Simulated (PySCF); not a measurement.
# A diatomic session: SiCl, part 2 of 2

PySCF 2.14.0; Si x2c-TZVPPall, Cl x2c-TZVPPall; spin-free X2C with a Gaussian nucleus. Earlier steps stand in the parts before.

## Step 13: UHF (mean field)

The SCF at the reference distance, 2.074 Å, printed:

```text
******** <class 'pyscf.scf.uhf_symm.SymAdaptedUHF'> ********
method = SymAdaptedUHF
[... 11 set-up lines left out, the same as in an earlier log ...]
max_memory 2100 MB (current use 482 MB)
[... 1 set-up line left out, the same as in an earlier log ...]
Overwritten attributes  get_occ get_hcore get_k get_jk get_j  of <class 'pyscf.scf.uhf_symm.SymAdaptedUHF'>
<class 'pyscf.scf.uhf_symm.SymAdaptedUHF'> does not have attributes  refdm
[... 1 set-up line left out, the same as in an earlier log ...]
init E= -750.44012806881
cycle= 1 E= -750.453303229904  delta_E= -0.0132  |g|= 0.0326  |ddm|= 0.135
cycle= 2 E= -750.454032572226  delta_E= -0.000729  |g|= 0.00986  |ddm|= 0.0331
cycle= 3 E= -750.454188643908  delta_E= -0.000156  |g|= 0.00514  |ddm|= 0.017
cycle= 4 E= -750.454228456441  delta_E= -3.98e-05  |g|= 0.00224  |ddm|= 0.00876
cycle= 5 E= -750.454243634888  delta_E= -1.52e-05  |g|= 0.000933  |ddm|= 0.00732
cycle= 6 E= -750.454246605798  delta_E= -2.97e-06  |g|= 0.000466  |ddm|= 0.00329
cycle= 7 E= -750.454247355914  delta_E= -7.5e-07  |g|= 0.000196  |ddm|= 0.00185
cycle= 8 E= -750.454247494326  delta_E= -1.38e-07  |g|= 4.12e-05  |ddm|= 0.000966
cycle= 9 E= -750.454247498126  delta_E= -3.8e-09  |g|= 1.75e-05  |ddm|= 0.000119
cycle= 10 E= -750.454247498824  delta_E= -6.97e-10  |g|= 6.18e-06  |ddm|= 3.86e-05
Extra cycle  E= -750.454247498883  delta_E= -5.95e-11  |g|= 3.79e-06  |ddm|= 6.87e-06
converged SCF energy = -750.454247498883  <S^2> = 0.77513132  2S+1 = 2.0249754
```

Re = 2.077 Å, ωe = 530 cm⁻¹, ωexe = 2.12 cm⁻¹, αe = 0.00153 cm⁻¹, Be = 0.2514 cm⁻¹, De = 3.05 eV, μ = -1.13 D. 9.1 s of CPU time for 12 points, integrals apart.

## Step 14: MP2 and coupled cluster

Reference: UHF; core orbitals frozen: 10; virtual orbitals above 20 hartree dropped in coupled cluster: 1. MP2 keeps all virtuals, so it differs from the MP2 energy in the coupled-cluster log.

Log of the coupled-cluster run at 2.074 Å:

```text
******** <class 'pyscf.cc.uccsd.UCCSD'> ********
CC2 = 0
CCSD nocc = (np.int64(6), np.int64(5)), nmo = (73, 73)
frozen orbitals [[0, 1, 2, 3, 4, 5, 6, 7, 8, 9, 83], [0, 1, 2, 3, 4, 5, 6, 7, 8, 9, 83]]
max_cycle = 80
direct = 0
conv_tol = 1e-07
conv_tol_normt = 1e-05
diis_space = 8
diis_start_cycle = 0
diis_start_energy_diff = 1e+09
max_memory 2100 MB (current use 607 MB)
Init t2, MP2 energy = -0.261027884556657
Init E_corr(UCCSD) = -0.261027884572221
cycle = 1  E_corr(UCCSD) = -0.28059882351029  dE = -0.0195709389  norm(t1,t2) = 0.0741145
cycle = 2  E_corr(UCCSD) = -0.288000149859248  dE = -0.00740132635  norm(t1,t2) = 0.0288406
cycle = 3  E_corr(UCCSD) = -0.290609743743057  dE = -0.00260959388  norm(t1,t2) = 0.016157
cycle = 4  E_corr(UCCSD) = -0.291844222996499  dE = -0.00123447925  norm(t1,t2) = 0.00627899
cycle = 5  E_corr(UCCSD) = -0.29165717207417  dE = 0.000187050922  norm(t1,t2) = 0.00211992
cycle = 6  E_corr(UCCSD) = -0.291651302551856  dE = 5.86952231e-06  norm(t1,t2) = 0.000602485
cycle = 7  E_corr(UCCSD) = -0.291671909291735  dE = -2.06067399e-05  norm(t1,t2) = 0.000256261
cycle = 8  E_corr(UCCSD) = -0.291669863717071  dE = 2.04557466e-06  norm(t1,t2) = 8.05679e-05
cycle = 9  E_corr(UCCSD) = -0.291668338861403  dE = 1.52485567e-06  norm(t1,t2) = 2.73716e-05
cycle = 10  E_corr(UCCSD) = -0.291668588087273  dE = -2.49225871e-07  norm(t1,t2) = 9.74675e-06
cycle = 11  E_corr(UCCSD) = -0.29166879569124  dE = -2.07603967e-07  norm(t1,t2) = 4.23826e-06
cycle = 12  E_corr(UCCSD) = -0.291668747176263  dE = 4.85149764e-08  norm(t1,t2) = 1.21732e-06
UCCSD converged
E(UCCSD) = -750.7459162460593  E_corr = -0.2916687471762635
UCCSD(T) correction = -0.0132211761818975
```

Correlation energy (eV) along the bond:

```
R (Å)     MP2  SCS-MP2    CCSD  CCSD(T)     T1
1.784  -7.173   -7.099     n/a      n/a    n/a
1.867  -7.158   -7.091  -7.957   -8.309  0.016
1.950  -7.143   -7.083  -7.949   -8.304  0.017
2.012  -7.133   -7.078  -7.943   -8.300  0.017
2.074  -7.123   -7.073  -7.937   -8.296  0.018
2.136  -7.113   -7.069  -7.931   -8.293  0.018
2.219  -7.100   -7.063  -7.922   -8.287  0.019
2.323  -7.083   -7.055  -7.911   -8.280  0.020
2.447  -7.063   -7.045  -7.898   -8.271  0.021
2.613  -7.037   -7.032     n/a      n/a    n/a
```

UHF-MP2: Re = 2.067 Å, ωe = 542 cm⁻¹, ωexe = 2.08 cm⁻¹, αe = 0.00150 cm⁻¹, Be = 0.2538 cm⁻¹, De = 4.35 eV.

UHF-SCS-MP2: Re = 2.073 Å, ωe = 535 cm⁻¹, ωexe = 2.09 cm⁻¹, αe = 0.00151 cm⁻¹, Be = 0.2525 cm⁻¹, De = 4.23 eV.

UHF-CCSD: Re = 2.071 Å, ωe = 538 cm⁻¹, ωexe = 2.08 cm⁻¹, αe = 0.00150 cm⁻¹, Be = 0.2528 cm⁻¹, De = 4.05 eV.

UHF-CCSD(T): Re = 2.073 Å, ωe = 535 cm⁻¹, ωexe = 2.08 cm⁻¹, αe = 0.00150 cm⁻¹, Be = 0.2523 cm⁻¹, De = 4.18 eV.

## Step 15: The curves together

Energy (eV) from each level's lowest point:

```
R (Å)    UHF  UHF-MP2  UHF-SCS-MP2  UHF-CCSD  UHF-CCSD(T)    PBE  PBEsol   BP86   TPSS  r²SCAN   PBE0   MN15  CAM-B3LYP
1.784  1.120    1.070        1.095       n/a          n/a  1.122   1.056  1.135  1.114   1.059  1.044  0.940      1.040
1.867  0.499    0.465        0.482     0.479        0.487  0.510   0.465  0.520  0.505   0.464  0.453  0.386      0.453
1.950  0.160    0.139        0.150     0.148        0.152  0.171   0.145  0.177  0.168   0.143  0.136  0.100      0.137
2.012  0.038    0.028        0.033     0.032        0.034  0.045   0.032  0.048  0.043   0.031  0.028  0.011      0.028
2.074  0.000    0.000        0.000     0.000        0.000  0.000   0.000  0.000  0.000   0.000  0.000  0.000      0.000
2.136  0.025    0.035        0.030     0.032        0.029  0.017   0.029  0.013  0.018   0.031  0.034  0.048      0.033
2.219  0.132    0.155        0.143     0.146        0.141  0.110   0.137  0.102  0.113   0.141  0.150  0.179      0.145
2.323  0.343    0.382        0.361     0.368        0.359  0.303   0.347  0.289  0.307   0.353  0.370  0.411      0.362
2.447  0.663    0.722        0.691     0.701        0.688  0.601   0.663  0.579  0.605   0.672  0.699  0.748      0.685
2.613  1.139    1.225        1.181       n/a          n/a  1.046   1.131  1.015  1.052   1.142  1.184  1.232      1.164
```

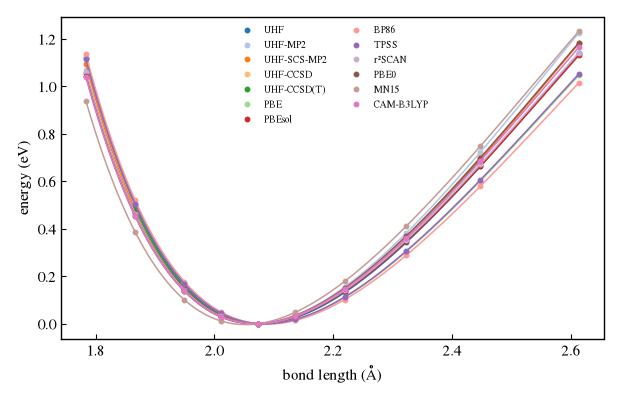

Curves of the followed state at each level, each from its own lowest point. Far from equilibrium a single determinant need not separate into the right atoms, and MP2 on it can jump.

The whole job (state search and all levels along the bond) took 6.6 min on 1 thread of Arm Neoverse V2 (shared host), peak memory 2.1 GiB.

## Step 16: Constants by level of theory

The summary covers parts 1 to 2.

Lowest PBE0 solution found, without spin–orbit coupling: ²Π (doublet), unpaired electrons π ↑. State 2 has its PBE0 minimum 2.97 eV higher. The other levels ran on the lowest alone.

```
      level  Re (Å)  ωe (cm⁻¹)  De (eV)  μ (D)
        UHF   2.077        530     3.05  -1.13
    UHF-MP2   2.067        542     4.35    n/a
UHF-SCS-MP2   2.073        535     4.23    n/a
   UHF-CCSD   2.071        538     4.05    n/a
UHF-CCSD(T)   2.073        535     4.18    n/a
        PBE   2.085        514     4.60  -0.72
     PBEsol   2.073        525     4.86  -0.64
       BP86   2.089        508     4.57  -0.77
       TPSS   2.084        514     4.49  -0.72
     r²SCAN   2.071        528     4.49  -0.67
       PBE0   2.068        534     4.44  -0.79
       MN15   2.052        542     4.51  -0.87
  CAM-B3LYP   2.069        530     4.34  -0.92
```

De is counted to Si + Cl in their ground configurations. A positive dipole means Si(−)Cl(+).

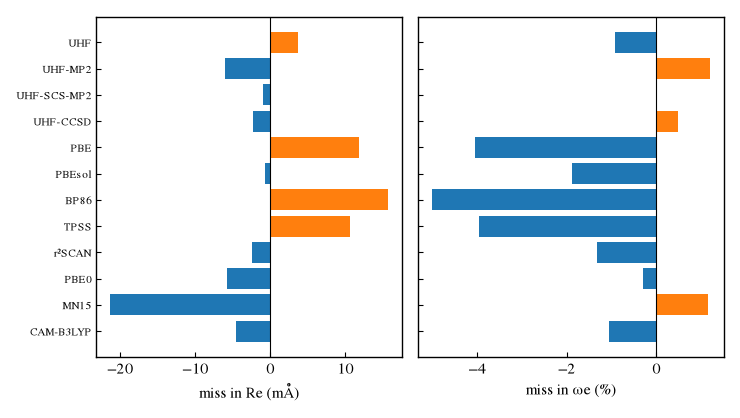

How far each level lies from CCSD(T) in the same basis.

Time per point (s) on 1 thread of Arm Neoverse V2, shared host (CPU time, shared integrals of 0.33 s apart; correlated levels include their reference; CCSD comes with the CCSD(T) run); the times are rough: UHF 0.76, UHF-MP2 1.2, UHF-SCS-MP2 1.2, PBE 1.2, PBEsol 0.76, BP86 0.75, TPSS 1.8, r²SCAN 1.8, PBE0 2.1, MN15 2.3, CAM-B3LYP 2.7; the reference 24.

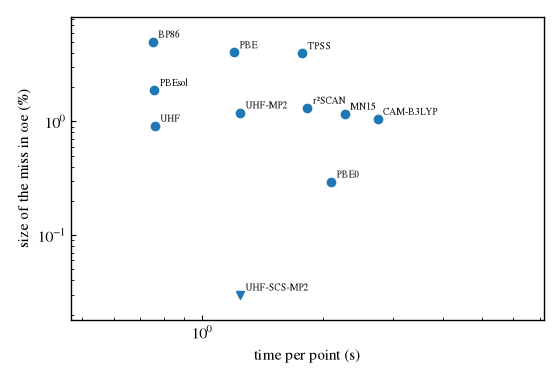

What each level's time buys in the wavenumber. Triangles mark misses under 0.03 %.

Cheap and still within 10 mÅ and 2.5 % of CCSD(T): UHF-SCS-MP2 (1.2 s), UHF (0.76 s), PBEsol (0.76 s), UHF-MP2 (1.2 s), against 24 s for the dearest run.

**Reading.** Against CCSD(T) in the same basis, the bond length is nearest at UHF-SCS-MP2 and PBEsol (-1 mÅ) and farthest at MN15 (-21 mÅ); the wavenumber is nearest at UHF-SCS-MP2 (0.0 %) and farthest at BP86 (-5.0 %). Of the levels with a De here, UHF gives the least (3.05 eV) and PBEsol the most (4.86 eV).

Correlated steps freeze 10 core orbitals.
